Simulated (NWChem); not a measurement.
# UB3LYP/pcseg-1 run of AlNH2F (SMILES [NH2][Al][F])

What is the vertical ionisation energy of AlNH2F at UB3LYP/pcseg-1? 

The results are computed with NWChem 7.3.0.

27 further runs of the same task are left out: 27 set aside as unsound or not needed.

## Step 1: The system as given

AlNH2F: 5 atoms, total charge 0, spin state doublet. As SMILES, `[NH2][Al][F]`. The coordinates come from a PBE0-D4/def2-TZVP relaxation. This is one conformer, not always the lowest.

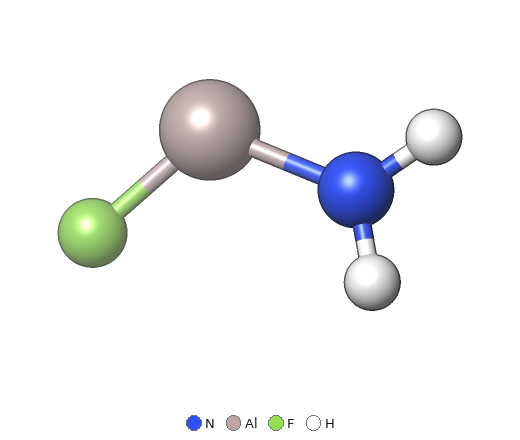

The structure, seen from a chosen angle (nitrogen blue, aluminium light grey, fluorine green, hydrogen white).

## Step 2: A single-point energy at UB3LYP/pcseg-1

The input, work.nw:

```
start work
title "AlFH2N B3LYP"
memory total 2200 mb

geometry noautosym nocenter noautoz
   N     -0.384700     0.499000    -0.263800
   Al     0.632000    -0.282800     0.949500
   F      1.228700    -1.786800     0.590000
   H     -0.804300     1.408300    -0.162700
   H     -0.621700     0.088600    -1.154400
end

basis "ao basis" spherical bse
   * library pcseg-1
end

dft
   xc b3lyp
   mult 2
   grid fine
   convergence energy 1e-08
   iterations 100
   mulliken
   print low
end

task dft
```

The run is started by

```sh
nwchem work.nw > work.out
```

Standard output:

```text
[...]
 d= 0,ls=0.0,diis     1   -398.1862661684 -4.90D+02  1.42D-02  1.93D-01     1.0
[...]
 d= 0,ls=0.0,diis     9   -398.2773846884 -9.53D-09  1.52D-06  1.14D-08     6.9
[...]
         Total DFT energy =     -398.277384688367
      One electron energy =     -735.753132308796
           Coulomb energy =      282.374177753044
    Exchange-Corr. energy =      -36.884831325278
 Nuclear repulsion energy =       91.986401192663
[...]
      Total Density - Mulliken Population Analysis
     ---------------------------------------------
    Atom       Charge   Shell Charges
 -----------   ------   -------------------------------------------------------
    1 N    7     7.61   1.99  0.82  0.64  2.52  1.64  0.01
    2 Al  13    12.24   2.00  1.99  0.73  0.32  5.98  0.90  0.14  0.18
    3 F    9     9.51   2.00  0.94  1.01  3.44  2.13  0.01
    4 H    1     0.82   0.72  0.06  0.04
    5 H    1     0.82   0.72  0.07  0.04
[...]
      <S2> =      0.7512 (Exact =     0.7500)
[...]
```

Wall time 7.8 s (1 thread of Intel Xeon Platinum 8488C (Sapphire Rapids), shared host); peak memory 0.11 GiB.

## Step 3: The singlet cation, same level

The input, alfh2n.nw:

```
echo
start alfh2n
title "AlFH2N"
memory 2200 mb
charge 1

geometry units angstrom noautosym nocenter noautoz
   N     -0.384700     0.499000    -0.263800
   Al     0.632000    -0.282800     0.949500
   F      1.228700    -1.786800     0.590000
   H     -0.804300     1.408300    -0.162700
   H     -0.621700     0.088600    -1.154400
end

basis spherical bse
   * library pcseg-1
end

dft
   xc b3lyp
   grid fine
   convergence energy 1e-08
   maxiter 100
   mulliken
   noprint "final vectors analysis"
end

task dft energy
```

The run is started by

```sh
nwchem alfh2n.nw > alfh2n.out
```

Standard output:

```text
[...]
          Wavefunction type:  closed shell.
          No. of atoms     :     5
          No. of electrons :    30
[...]
          Charge           :     1
          Spin multiplicity:     1
[...]
          AO basis - number of functions:    56
[...]
              XC Information
              --------------
                         B3LYP Method XC Potential
                     Hartree-Fock (Exact) Exchange  0.200
                        Slater Exchange Functional  0.800 local
                    Becke 1988 Exchange Functional  0.720 non-local
              Lee-Yang-Parr Correlation Functional  0.810
                  VWN I RPA Correlation Functional  0.190 local
[...]
 d= 0,ls=0.0,diis     1   -397.7070122411 -4.90D+02  4.77D-02  2.69D+00     0.8
[...]
 d= 0,ls=0.5,diis    26   -397.9586666545 -5.34D-09  1.40D-06  8.63D-09    13.6
         Total DFT energy =     -397.958666657024
      One electron energy =     -727.234927028984
           Coulomb energy =      273.860992120990
    Exchange-Corr. energy =      -36.571132941693
 Nuclear repulsion energy =       91.986401192663
[...]
      Total Density - Mulliken Population Analysis
     ---------------------------------------------
    Atom       Charge   Shell Charges
 -----------   ------   -------------------------------------------------------
    1 N    7     7.52   1.99  0.82  0.62  2.52  1.56  0.01
    2 Al  13    11.58   2.00  1.99  0.64 -0.02  5.99  0.76  0.04  0.18
    3 F    9     9.39   2.00  0.95  1.00  3.41  2.02  0.01
    4 H    1     0.77   0.70  0.03  0.04
    5 H    1     0.74   0.68  0.03  0.04
[...]
```

It took 15 s on 1 thread of Intel Xeon Platinum 8488C (Sapphire Rapids), shared host; peak memory 0.11 GiB.

## Step 4: Results

At UB3LYP/pcseg-1:

| quantity | value |
| --- | --- |
| doublet AlNH2F: total energy | -398.27738 Eh |
| doublet AlNH2F: ⟨S²⟩ | 0.751 |
| singlet cation: total energy | -397.95867 Eh |
| vertical ionisation energy (to the singlet cation) | 8.673 eV |

What this shows: The vertical ionisation energy comes to 8.67 eV (200 kcal/mol). Only the singlet of the ionised species was computed; a triplet could lie lower. Mulliken charges (doublet AlNH2F) run from -0.61 on N1 to +0.76 on Al2.
